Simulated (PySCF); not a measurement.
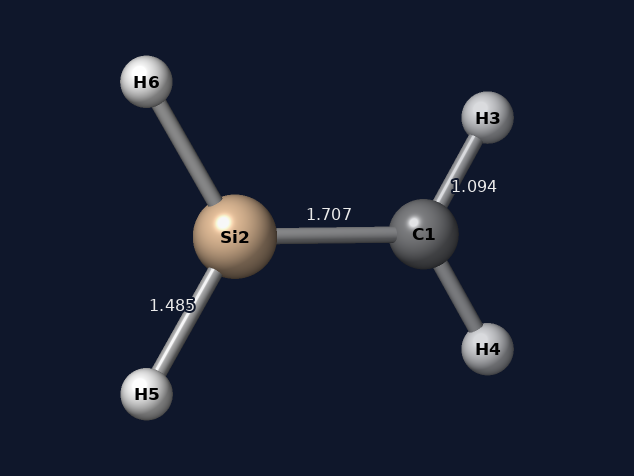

Bond lengths are marked in Å; every bond is drawn as one stick. The computed structure is the end point of a PBE0-D3(BJ)/def2-SVP optimisation. No frequency run is at hand to confirm it as a minimum.

Question: Which of the marked bonds are single, double, triple or aromatic?

Answer: C1–Si2 double; C1–H3 single; Si2–H5 single.

Question: Give the structure as SMILES.

Answer: C=[SiH2]
